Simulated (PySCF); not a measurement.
Input

```
{"job": {"kind": "nmr", "xc": "PBE0", "basis": "pcSseg-1"}, "charge": -1, "multiplicity": 1}
P      0.046911     0.332831    -0.094426
H     -1.017212    -0.652196    -0.117208
H      1.043468    -0.720947    -0.120572
```

Launched as:

```sh
OMP_NUM_THREADS=1 python probes_run.py task.json out
```

Geometry: PBE0-D3(BJ)/def2-SVP.

All numbers below come from PBE0/pcSseg-1, SCF density, gas phase, non-relativistic (PySCF 2.14.0).

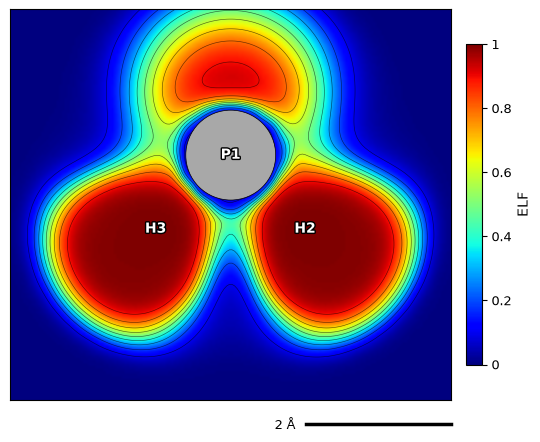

H2P (phosphanide) (charge −1). Electron localisation function on the molecular plane. Grey discs cover the atomic cores.

Interpret the plot.

The section cuts through P and H sites.
P–H (1.45 Å): the ELF climbs to about 1 towards the hydrogen, as it does in any bond to H.
The ELF also peaks beside P1, away from the bonds: lone-pair regions.
